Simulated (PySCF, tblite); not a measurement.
# CH₇FN+, a complex of two parts: NMR shifts, interaction energy, spin-spin couplings and electronic excitations, part 2 of 3

tblite 0.8.0 and PySCF 2.14.0. Atoms count from 0, parts from 1.

## 5. Interaction energy: wB97M-D3(BJ)/def2-TZVPD

The job: settings as JSON, then the geometry in Å.

```
{"job": {"kind": "inter", "xc": "wB97M-D3(BJ)", "basis": "def2-TZVPD", "pairs": false}, "charge": 1, "multiplicity": 1, "parts": [{"atoms": "0-7", "charge": 1, "multiplicity": 1}, {"atoms": "8-9", "charge": 0, "multiplicity": 1}]}
C      0.742309    -0.005743    -0.100422
N     -0.722086     0.253448    -0.019658
H      0.915218    -1.075953     0.049444
H      1.241402     0.568828     0.686007
H      1.104509     0.303666    -1.085741
H     -1.239831    -0.273537    -0.729855
H     -0.939733     1.244790    -0.161024
H     -1.103403    -0.016861     0.900640
F     -1.555003    -0.546163     2.530854
H     -1.969959    -0.786201     3.322931
```

With the program's defaults for keys left out, this is: wB97M-D3(BJ)/def2-TZVPD interaction energy, counterpoise and uncorrected, gas phase.

The log of the run:

```text
part 1, own basis, geometry of the cluster
coarse grid: 25136 points
cycle   1  E = -96.2332357931  dE =  3.833e-01  |g| = 2.957e-01  |ddm| = 1.675e+00
cycle   2  E = -96.2520690024  dE = -1.883e-02  |g| = 2.323e-01  |ddm| = 3.600e-01
cycle   3  E = -96.2619679225  dE = -9.899e-03  |g| = 2.909e-02  |ddm| = 1.533e-01
cycle   4  E = -96.2621490536  dE = -1.811e-04  |g| = 6.279e-03  |ddm| = 3.817e-02
cycle   5  E = -96.2621583654  dE = -9.312e-06  |g| = 2.582e-03  |ddm| = 7.681e-03
final grid: 54432 points
cycle   6  E = -96.2621424582  dE = -7.545e-07  |g| = 1.865e-03  |ddm| = 3.960e-03
cycle   7  E = -96.2621427381  dE = -2.800e-07  |g| = 1.529e-03  |ddm| = 1.780e-03
cycle   8  E = -96.2621431951  dE = -4.569e-07  |g| = 9.029e-05  |ddm| = 7.598e-04
cycle   9  E = -96.2621431969  dE = -1.813e-09  |g| = 2.449e-05  |ddm| = 7.951e-05
cycle  10  E = -96.2621431971  dE = -2.034e-10  |g| = 9.749e-07  |ddm| = 6.325e-05
converged SCF energy = -96.2621431971

part 2, own basis, geometry of the cluster
coarse grid: 7776 points
cycle   1  E = -100.4685537909  dE = -9.854e-02  |g| = 4.650e-01  |ddm| = 6.179e-01
cycle   2  E = -100.4720162805  dE = -3.462e-03  |g| = 5.070e-01  |ddm| = 3.822e-01
cycle   3  E = -100.5053156408  dE = -3.330e-02  |g| = 2.581e-02  |ddm| = 1.688e-01
cycle   4  E = -100.5053920810  dE = -7.644e-05  |g| = 5.069e-03  |ddm| = 1.076e-02
cycle   5  E = -100.5053968175  dE = -4.736e-06  |g| = 4.399e-04  |ddm| = 3.786e-03
final grid: 16976 points
cycle   6  E = -100.5053987115  dE = -6.712e-08  |g| = 1.080e-04  |ddm| = 8.223e-04
cycle   7  E = -100.5053987151  dE = -3.599e-09  |g| = 8.146e-05  |ddm| = 2.193e-04
cycle   8  E = -100.5053987160  dE = -8.721e-10  |g| = 2.165e-05  |ddm| = 3.812e-05
converged SCF energy = -100.5053987160

part 1, own basis, relaxed alone
coarse grid: 25136 points
cycle   1  E = -96.2334112395  dE =  3.786e-01  |g| = 2.951e-01  |ddm| = 1.674e+00
cycle   2  E = -96.2522328066  dE = -1.882e-02  |g| = 2.315e-01  |ddm| = 3.589e-01
cycle   3  E = -96.2620671333  dE = -9.834e-03  |g| = 2.919e-02  |ddm| = 1.528e-01
cycle   4  E = -96.2622489095  dE = -1.818e-04  |g| = 6.397e-03  |ddm| = 3.824e-02
cycle   5  E = -96.2622585473  dE = -9.638e-06  |g| = 2.601e-03  |ddm| = 7.661e-03
final grid: 54432 points
cycle   6  E = -96.2622460299  dE = -7.705e-07  |g| = 1.883e-03  |ddm| = 4.247e-03
cycle   7  E = -96.2622463123  dE = -2.823e-07  |g| = 1.549e-03  |ddm| = 1.866e-03
cycle   8  E = -96.2622467813  dE = -4.690e-07  |g| = 9.181e-05  |ddm| = 7.683e-04
cycle   9  E = -96.2622467831  dE = -1.879e-09  |g| = 2.495e-05  |ddm| = 8.648e-05
cycle  10  E = -96.2622467834  dE = -2.125e-10  |g| = 1.020e-06  |ddm| = 7.119e-05
converged SCF energy = -96.2622467834

part 2, own basis, relaxed alone
coarse grid: 7776 points
cycle   1  E = -100.4688143139  dE = -9.408e-02  |g| = 4.644e-01  |ddm| = 6.197e-01
cycle   2  E = -100.4724954470  dE = -3.681e-03  |g| = 5.038e-01  |ddm| = 3.808e-01
cycle   3  E = -100.5053086700  dE = -3.281e-02  |g| = 2.574e-02  |ddm| = 1.678e-01
cycle   4  E = -100.5053846481  dE = -7.598e-05  |g| = 5.006e-03  |ddm| = 1.077e-02
cycle   5  E = -100.5053892893  dE = -4.641e-06  |g| = 4.334e-04  |ddm| = 3.766e-03
final grid: 16976 points
cycle   6  E = -100.5053937977  dE = -6.399e-08  |g| = 1.074e-04  |ddm| = 8.224e-04
cycle   7  E = -100.5053938012  dE = -3.439e-09  |g| = 8.317e-05  |ddm| = 2.187e-04
cycle   8  E = -100.5053938021  dE = -9.040e-10  |g| = 2.024e-05  |ddm| = 3.760e-05
converged SCF energy = -100.5053938021

cluster
final grid: 71408 points
cycle   1  E = -196.7835965984  dE = -7.739e-03  |g| = 4.380e-02  |ddm| = 6.502e-01
cycle   2  E = -196.7839933110  dE = -3.967e-04  |g| = 2.985e-02  |ddm| = 1.043e-01
cycle   3  E = -196.7841116840  dE = -1.184e-04  |g| = 8.696e-03  |ddm| = 1.826e-02
cycle   4  E = -196.7841258304  dE = -1.415e-05  |g| = 1.417e-03  |ddm| = 1.114e-02
cycle   5  E = -196.7841266514  dE = -8.211e-07  |g| = 1.515e-04  |ddm| = 3.355e-03
cycle   6  E = -196.7841266631  dE = -1.163e-08  |g| = 4.171e-05  |ddm| = 3.441e-04
cycle   7  E = -196.7841266637  dE = -6.432e-10  |g| = 1.322e-05  |ddm| = 8.911e-05
converged SCF energy = -196.7841266637

part 1 in the basis of the cluster
final grid: 71408 points
cycle   1  E = -96.2621832098  dE = -4.417e-05  |g| = 9.445e-04  |ddm| = 3.471e-01
cycle   2  E = -96.2621835009  dE = -2.911e-07  |g| = 1.002e-04  |ddm| = 2.877e-02
cycle   3  E = -96.2621835053  dE = -4.420e-09  |g| = 8.443e-06  |ddm| = 3.168e-03
cycle   4  E = -96.2621835053  dE = -2.660e-11  |g| = 3.509e-06  |ddm| = 8.944e-05
converged SCF energy = -96.2621835053

part 2 in the basis of the cluster
final grid: 71408 points
cycle   1  E = -100.5054757072  dE = -7.925e-05  |g| = 1.898e-03  |ddm| = 3.149e-01
cycle   2  E = -100.5054774775  dE = -1.770e-06  |g| = 4.072e-04  |ddm| = 4.169e-02
cycle   3  E = -100.5054775355  dE = -5.806e-08  |g| = 3.293e-04  |ddm| = 6.615e-03
cycle   4  E = -100.5054775496  dE = -1.410e-08  |g| = 1.751e-05  |ddm| = 3.545e-04
cycle   5  E = -100.5054775498  dE = -1.120e-10  |g| = 2.294e-06  |ddm| = 1.348e-04
converged SCF energy = -100.5054775498

Interaction energy (kcal/mol)
  counterpoise      -10.977
  uncorrected       -11.056
  dispersion part    -0.644
  deformation         0.059
  binding           -10.918

Decomposition of the uncorrected value (kcal/mol)
  electrostatic     -11.672
  Pauli               6.450
  orbital            -5.189
  dispersion         -0.644

Charge of each part in the cluster: 0.974 0.026
```

Run time: 41 s. Hardware: 1 thread of Arm Neoverse V1, shared host; peak memory 0.61 GiB.

Contacts at this geometry (a selection, picked against the atoms' radii; other short pairs can be missing):

```
  atoms  distance (Å)  kind (by distance and angle)  angle (°)
H7···F8          1.77                 hydrogen bond        173
```

The decomposition goes in steps from the parts' own densities: electrostatics between them unchanged, then the rise on making their orbitals orthogonal (called Pauli here; it holds the exchange-correlation between the parts too, so it can be small or negative at long range), then orbital relaxation, then the dispersion term. Charges of the parts share the cluster's density out in proportion to the parts' own densities.

The SCF energies in the log hold no dispersion term; the tabulated energies do.

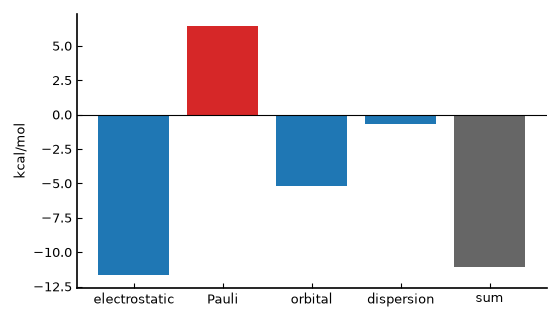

The terms of the uncorrected interaction energy.

The parts:

```
part   SMILES  deformation (kcal/mol)  HOMO alone (eV)  charge in the cluster (e)
   1  C[NH3+]                    0.06           -19.78                      0.974
   2        F                    0.00           -14.54                      0.026
```

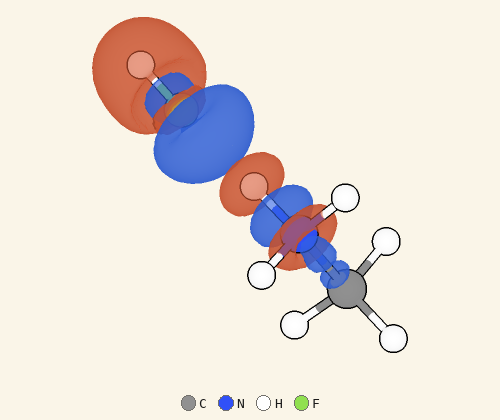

Density of the cluster less that of its parts, at ±0.01 e/Å³ (gain blue, loss red).

## 6. Interaction energy: PBE0-D3(BJ)/def2-TZVPD

The job: settings as JSON, then the geometry in Å.

```
{"job": {"kind": "inter", "xc": "PBE0", "basis": "def2-TZVPD", "disp": "d3bj"}, "charge": 1, "multiplicity": 1, "parts": [{"atoms": "0-7", "charge": 1, "multiplicity": 1}, {"atoms": "8-9", "charge": 0, "multiplicity": 1}]}
C      0.742309    -0.005743    -0.100422
N     -0.722086     0.253448    -0.019658
H      0.915218    -1.075953     0.049444
H      1.241402     0.568828     0.686007
H      1.104509     0.303666    -1.085741
H     -1.239831    -0.273537    -0.729855
H     -0.939733     1.244790    -0.161024
H     -1.103403    -0.016861     0.900640
F     -1.555003    -0.546163     2.530854
H     -1.969959    -0.786201     3.322931
```

Level: PBE0-D3(BJ)/def2-TZVPD interaction energy, counterpoise and uncorrected, gas phase.

The log of the run:

```text
part 1, own basis, geometry of the cluster
coarse grid: 5872 points
cycle   1  E = -96.1296533674  dE =  2.772e-01  |g| = 2.115e-01  |ddm| = 1.733e+00
cycle   2  E = -96.1360173737  dE = -6.364e-03  |g| = 1.882e-01  |ddm| = 3.971e-01
cycle   3  E = -96.1433715782  dE = -7.354e-03  |g| = 4.483e-02  |ddm| = 1.141e-01
cycle   4  E = -96.1437159539  dE = -3.444e-04  |g| = 6.231e-03  |ddm| = 2.321e-02
cycle   5  E = -96.1437234569  dE = -7.503e-06  |g| = 2.705e-03  |ddm| = 9.765e-03
final grid: 54432 points
cycle   6  E = -96.1347924032  dE = -3.692e-05  |g| = 3.810e-03  |ddm| = 7.046e-02
cycle   7  E = -96.1347920438  dE =  3.594e-07  |g| = 4.020e-03  |ddm| = 5.257e-03
cycle   8  E = -96.1347953265  dE = -3.283e-06  |g| = 3.752e-04  |ddm| = 2.430e-03
cycle   9  E = -96.1347953513  dE = -2.479e-08  |g| = 1.329e-04  |ddm| = 3.587e-04
cycle  10  E = -96.1347953549  dE = -3.538e-09  |g| = 3.378e-05  |ddm| = 8.406e-05
cycle  11  E = -96.1347953551  dE = -2.460e-10  |g| = 1.153e-06  |ddm| = 2.612e-05
converged SCF energy = -96.1347953551

part 2, own basis, geometry of the cluster
coarse grid: 1712 points
cycle   1  E = -100.3537072157  dE = -3.978e-02  |g| = 4.962e-01  |ddm| = 6.235e-01
cycle   2  E = -100.3132484712  dE =  4.046e-02  |g| = 7.476e-01  |ddm| = 5.147e-01
cycle   3  E = -100.3936903668  dE = -8.044e-02  |g| = 2.298e-02  |ddm| = 2.909e-01
cycle   4  E = -100.3937670807  dE = -7.671e-05  |g| = 4.286e-03  |ddm| = 9.864e-03
cycle   5  E = -100.3937691489  dE = -2.068e-06  |g| = 3.600e-04  |ddm| = 1.273e-03
final grid: 16976 points
cycle   6  E = -100.3948144688  dE = -1.886e-05  |g| = 3.874e-03  |ddm| = 7.387e-03
cycle   7  E = -100.3948126359  dE =  1.833e-06  |g| = 5.344e-03  |ddm| = 3.257e-03
cycle   8  E = -100.3948165061  dE = -3.870e-06  |g| = 1.021e-04  |ddm| = 1.957e-03
cycle   9  E = -100.3948165074  dE = -1.345e-09  |g| = 1.866e-05  |ddm| = 4.021e-05
cycle  10  E = -100.3948165075  dE = -5.268e-11  |g| = 3.115e-06  |ddm| = 1.059e-05
converged SCF energy = -100.3948165075

part 1, own basis, relaxed alone
coarse grid: 5872 points
cycle   1  E = -96.1297669168  dE =  2.732e-01  |g| = 2.102e-01  |ddm| = 1.730e+00
cycle   2  E = -96.1360845206  dE = -6.318e-03  |g| = 1.871e-01  |ddm| = 3.993e-01
cycle   3  E = -96.1433611807  dE = -7.277e-03  |g| = 4.489e-02  |ddm| = 1.134e-01
cycle   4  E = -96.1437069885  dE = -3.458e-04  |g| = 6.117e-03  |ddm| = 2.329e-02
cycle   5  E = -96.1437142402  dE = -7.252e-06  |g| = 2.658e-03  |ddm| = 9.778e-03
final grid: 54432 points
cycle   6  E = -96.1348512771  dE = -3.593e-05  |g| = 3.898e-03  |ddm| = 6.170e-02
cycle   7  E = -96.1348507680  dE =  5.091e-07  |g| = 4.213e-03  |ddm| = 4.541e-03
cycle   8  E = -96.1348543586  dE = -3.591e-06  |g| = 3.571e-04  |ddm| = 2.503e-03
cycle   9  E = -96.1348543806  dE = -2.200e-08  |g| = 1.349e-04  |ddm| = 3.154e-04
cycle  10  E = -96.1348543843  dE = -3.720e-09  |g| = 3.193e-05  |ddm| = 8.464e-05
cycle  11  E = -96.1348543845  dE = -2.217e-10  |g| = 1.206e-06  |ddm| = 2.812e-05
converged SCF energy = -96.1348543845

part 2, own basis, relaxed alone
coarse grid: 1712 points
cycle   1  E = -100.3541461420  dE = -3.605e-02  |g| = 4.958e-01  |ddm| = 6.253e-01
cycle   2  E = -100.3146274364  dE =  3.952e-02  |g| = 7.430e-01  |ddm| = 5.125e-01
cycle   3  E = -100.3938705726  dE = -7.924e-02  |g| = 2.284e-02  |ddm| = 2.892e-01
cycle   4  E = -100.3939461288  dE = -7.556e-05  |g| = 4.205e-03  |ddm| = 9.787e-03
cycle   5  E = -100.3939481128  dE = -1.984e-06  |g| = 3.557e-04  |ddm| = 1.247e-03
final grid: 16976 points
cycle   6  E = -100.3948398690  dE = -1.860e-05  |g| = 4.006e-03  |ddm| = 7.550e-03
cycle   7  E = -100.3948379347  dE =  1.934e-06  |g| = 5.511e-03  |ddm| = 3.360e-03
cycle   8  E = -100.3948420424  dE = -4.108e-06  |g| = 9.872e-05  |ddm| = 2.017e-03
cycle   9  E = -100.3948420436  dE = -1.264e-09  |g| = 1.771e-05  |ddm| = 3.904e-05
cycle  10  E = -100.3948420437  dE = -4.694e-11  |g| = 3.064e-06  |ddm| = 1.023e-05
converged SCF energy = -100.3948420437

cluster
final grid: 71408 points
cycle   1  E = -196.5465563240  dE = -7.962e-03  |g| = 5.258e-02  |ddm| = 7.639e-01
cycle   2  E = -196.5466414512  dE = -8.513e-05  |g| = 5.348e-02  |ddm| = 7.829e-02
cycle   3  E = -196.5470299597  dE = -3.885e-04  |g| = 1.105e-02  |ddm| = 2.983e-02
cycle   4  E = -196.5470457019  dE = -1.574e-05  |g| = 5.475e-04  |ddm| = 6.531e-03
cycle   5  E = -196.5470457672  dE = -6.533e-08  |g| = 2.439e-04  |ddm| = 1.434e-03
cycle   6  E = -196.5470457785  dE = -1.126e-08  |g| = 8.594e-05  |ddm| = 2.608e-04
cycle   7  E = -196.5470457798  dE = -1.324e-09  |g| = 1.734e-05  |ddm| = 6.123e-05
cycle   8  E = -196.5470457799  dE = -6.378e-11  |g| = 1.961e-06  |ddm| = 1.505e-05
converged SCF energy = -196.5470457799

part 1 in the basis of the cluster
final grid: 71408 points
cycle   1  E = -96.1348392718  dE = -4.773e-05  |g| = 3.929e-04  |ddm| = 4.890e-01
cycle   2  E = -96.1348393063  dE = -3.452e-08  |g| = 3.482e-05  |ddm| = 1.183e-02
cycle   3  E = -96.1348393065  dE = -1.679e-10  |g| = 1.924e-05  |ddm| = 3.714e-04
converged SCF energy = -96.1348393065

part 2 in the basis of the cluster
final grid: 71408 points
cycle   1  E = -100.3948944570  dE = -8.076e-05  |g| = 7.419e-04  |ddm| = 3.454e-01
cycle   2  E = -100.3948946672  dE = -2.102e-07  |g| = 4.164e-04  |ddm| = 1.611e-02
cycle   3  E = -100.3948946802  dE = -1.294e-08  |g| = 2.965e-04  |ddm| = 6.456e-04
cycle   4  E = -100.3948946921  dE = -1.197e-08  |g| = 8.359e-06  |ddm| = 3.557e-04
cycle   5  E = -100.3948946921  dE = -1.094e-11  |g| = 8.215e-07  |ddm| = 7.225e-06
converged SCF energy = -100.3948946921

Interaction energy (kcal/mol)
  counterpoise      -11.291
  uncorrected       -11.372
  dispersion part    -0.428
  deformation         0.053
  binding           -11.239

Decomposition of the uncorrected value (kcal/mol)
  electrostatic     -11.662
  Pauli               6.021
  orbital            -5.303
  dispersion         -0.428

Charge of each part in the cluster: 0.974 0.026
```

Wall time 16 s (1 thread of Arm Neoverse V1, shared host); peak memory 0.58 GiB.

In short: -11.29 kcal/mol with counterpoise, basis-set superposition error 0.08.

(Continued in part 3 of 3.)
